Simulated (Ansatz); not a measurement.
**Predicting a hybrid from its neighbours: CH3F (fluoromethane)**

CH3F: 5 atoms, total charge 0, spin state singlet. SMILES: `CF`. The coordinates come from a PBE0-D4/def2-TZVP relaxation.

The vertical energy of the triplet above the singlet y, in eV, basis def2-TZVPP; a is the functional's share of exact exchange. Programs: Ansatz 0.2.0.

| functional | program | a | y (eV) |
| --- | --- | --- | --- |
| BLYP | Ansatz | 0 | 8.83 |
| revPBE | Ansatz | 0 | 8.85 |
| B3LYP | Ansatz | 0.2 | 9.22 |
| PBE0 | Ansatz | 0.25 | 9.25 |
| r2SCAN0 | Ansatz | 0.25 | ? |
| BHLYP | Ansatz | 0.5 | 9.67 |

Problem. Fit y = c + s·a to the known rows and predict r2SCAN0.

Solution. 
1. Means of the 5 rows: a = 0.1900, y = 9.164.
2. Σ(Δa)² = 0.172, Σ(Δa·Δy) = 0.2857, so the slope is 0.2857/0.172 = 1.661.
3. Intercept: 9.164 − (1.661) × 0.1900 = 8.848. The largest residual of the fit is 0.040.
4. r2SCAN0: 8.848 + (1.661) × 0.25 = 9.26 eV.

The run gave 9.40 eV, so the prediction is off by -0.14 eV, more than the scatter of the fit. The rows mix families of semi-local functionals, which the line can't see.

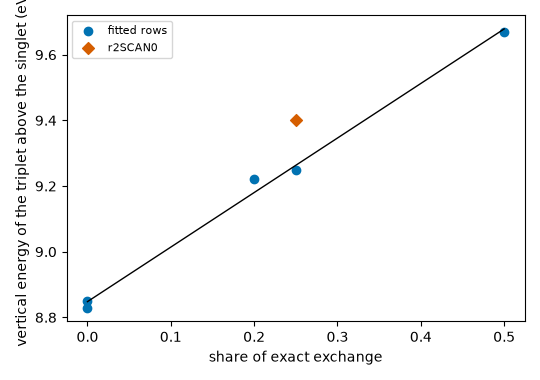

The fitted line, with the withheld row.
